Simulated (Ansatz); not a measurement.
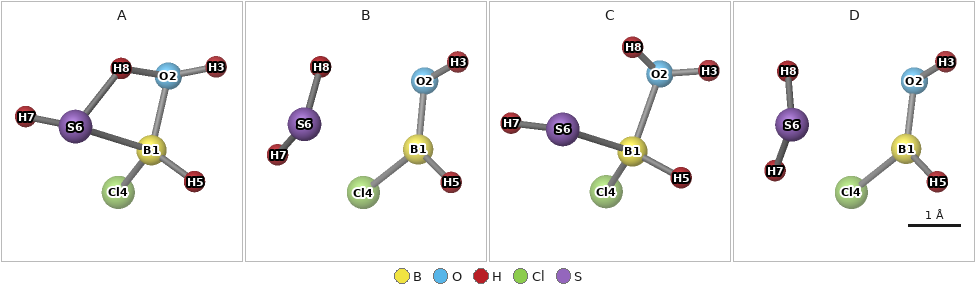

4 geometries from a converged minimum-energy path of BH$_{4}$SOCl, made up at the start of BH2OCl and H₂S, shuffled. A ball-and-stick model, seen at a tilt.

The calculation used RKS LDA/6-31G* (Ansatz). Settings: 7 movable images; climbing image; force threshold 0.05 eV/Å; iteration limit 60; starting path through a guess of the saddle point.

### Which of them lies highest in energy?

A. In order along the path, whose images run from 0 to 8: D (image 2, +0.5 kJ/mol), B (image 3, +1.5 kJ/mol), A (image 6, +46.7 kJ/mol), C (image 8, +13.0 kJ/mol). Breaking: S6–H8 (1.36 → 1.55 at the top → 2.32 Å). Forming: B1–S6 (2.92 → 2.05 at the top → 1.88 Å), O2–H8 (3.18 → 1.38 at the top → 1.00 Å).

Limits of the set-up: the start holds two separate molecules, 2.9 Å apart at their closest, whose relative position is a soft coordinate and is computed without a dispersion correction.

Cost: 3.6 min on 1 thread of Arm Neoverse V1, with other jobs on the host, peak memory 0.11 GiB.
